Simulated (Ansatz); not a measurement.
# BNH2F (SMILES N[B]F): levels of theory compared

Aim: a comparison of 6 runs (U-revPBE/STO-3G, UB3LYP/STO-3G, UBLYP/STO-3G, UPBE0/STO-3G, USVWN5/STO-3G, UCCSD/STO-3G) of BNH2F. 

Program for the calculation: Ansatz 0.2.0.

78 further runs of the same task are left out: 78 set aside as unsound or not needed.

### Step 1. The structure to begin with

BNH2F has 5 atoms, charge 0, and is taken as a doublet. SMILES: `N[B]F`. The H4–N1 distance was set to 2.509 Å, away from the relaxed value. At this shape a bond of the SMILES string is far longer than usual.

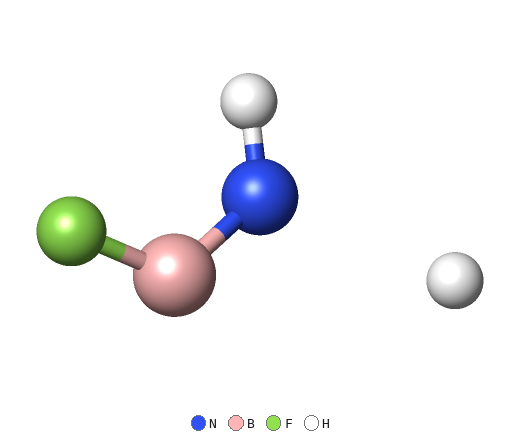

Viewed from a chosen angle; nitrogen blue, boron pink, fluorine green, hydrogen white.

### Step 2. A single-point energy at U-revPBE/STO-3G (run 1)

molecule.yaml

```yaml
crystal:
  periodic: [false, false, false]
  atoms:
    - symbol: "N"
      position_ang: [0.741423, 0.228499, 0.772273]
    - symbol: B
      position_ang: [1.313423, -0.960801, 1.189873]
    - symbol: F
      position_ang: [2.243123, -1.013201, 2.131173]
    - symbol: H
      position_ang: [-1.019600, 0.322000, -1.012000]
    - symbol: H
      position_ang: [0.998123, 1.125599, 1.159473]
basis:
  gaussian:
    orbitals: STO-3G
magnetization:
  spin_polarized: true
  initial_magnetization: 1
hamiltonian:
  xc: {name: revPBE}
accuracy: high
```

Started as:

```sh
$ ansatz run molecule.yaml --threads 1 --pin off --max-ram 2610MiB --events-out events.jsonl --progress --plain --runs-dir runs
```

Log:

```text
Warning: RAYON_NUM_THREADS=1 ignored (pool sized by the plan → 1); use --threads N
Functional definition: revPBE
  name "revPBE"
  parameter kappa = 1.245
  parameter beta = 0.06672455060314922
  exchange = pbe_x(kappa = kappa, mu = beta*pi^2/3)
  correlation = pbe_c(beta = beta)
293 factors; integrals over basis functions are off by at most 4.6e-8 eV
mean field evaluation 1: about -4836.1523 eV, gradient 2.6e1 eV
mean field evaluation 2: about -4760.2890 eV, gradient 9.1e1 eV
mean field evaluation 4: about -4840.4202 eV, gradient 1.5e1 eV
mean field evaluation 8: about -4841.7142 eV, gradient 6.4e-1 eV
mean field evaluation 16: about -4841.6587 eV, gradient 1.4e-4 eV
mean field evaluation 32: about -4841.5575 eV, gradient 1.2e0 eV
mean field -4841.65870605 eV, -177.9276756532 hartree, gradient 1.2e-8 eV, S^2 0.886950; 4 other end points of the search recorded, 0 dependent functions left out
reference -4841.65870856 eV, -177.9276757456 hartree; 12, 11 occupied and 5, 6 virtual orbitals, 293 factors
Total energy: -4841.65870856 eV, -177.9276757456 hartree
```

Wall time 1.9 s (1 thread of Arm Neoverse V2, shared host); peak memory 0.12 GiB.

### Step 3. The energy at UB3LYP/STO-3G (run 2)

in.yaml

```yaml
crystal:
  periodic: [false, false, false]
  atoms:
    - symbol: "N"
      position_ang: [0.741423, 0.228499, 0.772273]
    - symbol: B
      position_ang: [1.313423, -0.960801, 1.189873]
    - symbol: F
      position_ang: [2.243123, -1.013201, 2.131173]
    - symbol: H
      position_ang: [-1.019600, 0.322000, -1.012000]
    - symbol: H
      position_ang: [0.998123, 1.125599, 1.159473]
basis:
  gaussian:
    orbitals: STO-3G
magnetization:
  spin_polarized: true
  initial_magnetization: 1
hamiltonian:
  xc: {name: B3LYP}
accuracy: high
```

Started as:

```sh
$ ansatz run in.yaml --threads 1 --pin off --max-ram 2610MiB --events-out events.jsonl --progress --plain --runs-dir runs
```

Log:

```text
Warning: RAYON_NUM_THREADS=1 ignored (pool sized by the plan → 1); use --threads N
Functional definition: B3LYP
  name "B3LYP"
  parameter a0 = 0.2
  parameter ax = 0.72
  parameter ac = 0.81
  exchange = (1 - a0 - ax)*slater_x + ax*b88_x + a0*exact_x
  correlation = (1 - ac)*vwn_rpa_c + ac*lyp_c
293 factors; integrals over basis functions are off by at most 4.6e-8 eV
mean field evaluation 1: about -4837.3956 eV, gradient 2.4e1 eV
mean field evaluation 2: about -4775.8784 eV, gradient 8.8e1 eV
mean field evaluation 4: about -4842.1798 eV, gradient 3.7e0 eV
mean field evaluation 8: about -4842.2342 eV, gradient 1.6e-1 eV
mean field evaluation 16: about -4842.2618 eV, gradient 5.6e-2 eV
mean field evaluation 32: about -4842.0973 eV, gradient 1.3e0 eV
mean field -4842.26192806 eV, -177.9498436531 hartree, gradient 3.4e-8 eV, S^2 0.909458; 4 other end points of the search recorded, 0 dependent functions left out
reference -4842.26195536 eV, -177.9498446563 hartree; 12, 11 occupied and 5, 6 virtual orbitals, 293 factors
Total energy: -4842.26195536 eV, -177.9498446563 hartree
```

Wall time 2 s (1 thread of Arm Neoverse V2, shared host); peak memory 0.12 GiB.

Runs 3 to 4 aren't shown in full; the table further down has their settings and results.

### Step 4. The energy at USVWN5/STO-3G (run 5)

input.yaml

```yaml
crystal:
  periodic: [false, false, false]
  atoms:
    - {symbol: "N", position_ang: [0.741423, 0.228499, 0.772273]}
    - {symbol: B, position_ang: [1.313423, -0.960801, 1.189873]}
    - {symbol: F, position_ang: [2.243123, -1.013201, 2.131173]}
    - {symbol: H, position_ang: [-1.019600, 0.322000, -1.012000]}
    - {symbol: H, position_ang: [0.998123, 1.125599, 1.159473]}
basis:
  gaussian:
    orbitals: STO-3G
magnetization:
  spin_polarized: true
  initial_magnetization: 1
hamiltonian:
  xc: {name: SVWN5}
accuracy: high
```

Started as:

```sh
$ ansatz run input.yaml --threads 1 --pin off --max-ram 2610MiB --events-out events.jsonl --progress --plain --runs-dir runs
```

Log:

```text
Warning: RAYON_NUM_THREADS=1 ignored (pool sized by the plan → 1); use --threads N
Functional definition: SVWN5
  name "SVWN5"
  exchange = slater_x
  correlation = vwn5_c
293 factors; integrals over basis functions are off by at most 4.6e-8 eV
mean field evaluation 1: about -4798.8935 eV, gradient 2.7e1 eV
mean field evaluation 2: about -4720.1100 eV, gradient 9.2e1 eV
mean field evaluation 4: about -4803.4000 eV, gradient 1.4e1 eV
mean field evaluation 8: about -4804.5022 eV, gradient 4.4e-1 eV
mean field evaluation 16: about -4804.4327 eV, gradient 2.0e-4 eV
mean field evaluation 32: about -4804.0112 eV, gradient 7.0e0 eV
mean field -4804.43273054 eV, -176.5596462857 hartree, gradient 9.2e-9 eV, S^2 0.808508; 6 other end points of the search recorded, 0 dependent functions left out
reference -4804.43273235 eV, -176.5596463524 hartree; 12, 11 occupied and 5, 6 virtual orbitals, 293 factors
Total energy: -4804.43273235 eV, -176.5596463524 hartree
```

Wall time 1.1 s (1 thread of Arm Neoverse V2, shared host); peak memory 0.1 GiB.

### Step 5. The energy at UCCSD/STO-3G (run 6)

job.yaml

```yaml
crystal:
  periodic: [false, false, false]
  atoms:
    - {symbol: N, position_ang: [0.741423, 0.228499, 0.772273]}
    - {symbol: B, position_ang: [1.313423, -0.960801, 1.189873]}
    - {symbol: F, position_ang: [2.243123, -1.013201, 2.131173]}
    - {symbol: H, position_ang: [-1.019600, 0.322000, -1.012000]}
    - {symbol: H, position_ang: [0.998123, 1.125599, 1.159473]}
basis:
  gaussian:
    orbitals: STO-3G
magnetization:
  spin_polarized: true
  initial_magnetization: 1
correlation:
  method: ccsd
  frozen_orbitals: {B: 1, F: 1, H: 0, "N": 1}
accuracy: high
scf:
  omitted_lower_state_checks: [cluster_reference, increment]
```

Started as:

```sh
$ ansatz run job.yaml --threads 1 --pin off --max-ram 2610MiB --events-out events.jsonl --progress --plain --runs-dir runs
```

Log:

```text
Warning: RAYON_NUM_THREADS=1 ignored (pool sized by the plan → 1); use --threads N
[... 20 lines left out ...]
3 core orbitals not correlated: weight in the atoms' cores, before any rotation towards them, 1.000 or more for the frozen orbitals, at most 0.000 for the correlated occupied ones
[... 55 lines left out ...]
Total energy: -4823.48954808 eV, -177.2599714133 hartree
Checks for a lower state left out: cluster_reference, increment
```

Run time: 0.67 s. Hardware: 1 thread of Arm Neoverse V2, shared host.

### Step 6. Overview of the runs

```tsv
run	level	frozen core orbitals	energy (Eh)	⟨S²⟩	wall time
1	U-revPBE/STO-3G	–	-177.927676	0.887	1.9 s
2	UB3LYP/STO-3G	–	-177.949845	0.909	2 s
3	UBLYP/STO-3G	–	-177.900727	0.866	1.8 s
4	UPBE0/STO-3G	–	-177.781738	0.953	2 s
5	USVWN5/STO-3G	–	-176.559646	0.809	1.1 s
6	UCCSD/STO-3G	3	-177.259971	1.710	0.67 s
```

### Step 7. Summary of results

| quantity | value |
| --- | --- |
| run 6: total energy | -177.25997 Eh |
| run 6: correlation energy (3 core orbitals frozen) | -127.2 mEh |
| run 6: ⟨S²⟩ of the reference determinant | 1.710 |
| run 6: T1 diagnostic | 0.145 |

In words: Totals of different functionals can't be ranked against each other. In runs 1, 2, 3, 4, 5, 6 the basis is minimal, so the values are rough. Spin contamination of the reference: run 6 ⟨S²⟩ = 1.71, run 4 ⟨S²⟩ = 0.95, run 2 ⟨S²⟩ = 0.91, run 1 ⟨S²⟩ = 0.89, run 3 ⟨S²⟩ = 0.87. Where it is this large, the reference is a mixture of spin states, and values that rest on it are in doubt. All runs together took 9.4 s, the longest 2 s.
